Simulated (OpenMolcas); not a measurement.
How basis sets differ on AlBH2F2 (SMILES F[B](F)[AlH2])

AlBH2F2: 6 atoms, total charge 0, spin state singlet. SMILES: `F[B](F)[AlH2]`. Geometry: a GFN2-xTB relaxation, a rough one for these elements and not checked as a minimum.

Each level gives the dipole moment (D). The values are calculated.

```
                              level          kind     program  value (D)
                          HF/STO-3G  Hartree–Fock  OpenMolcas       0.92
                           HF/3-21G  Hartree–Fock  OpenMolcas       1.57
HF/ANO-RCC-VDZ (DKH2, RICD fitting)  Hartree–Fock  OpenMolcas       2.32
                        HF/def2-SVP  Hartree–Fock  OpenMolcas       1.40
```

The values span 0.92 to 2.32 D. Magnitudes only: a small dipole may point the other way at some levels. Sets without polarisation functions give poor dipoles.

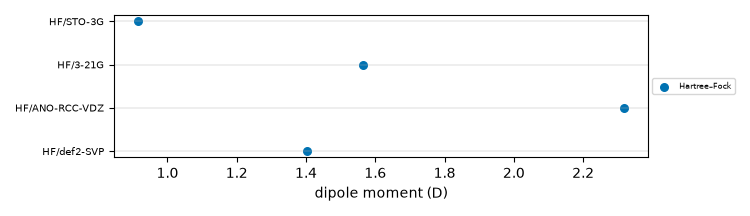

The values of the table, level by level.
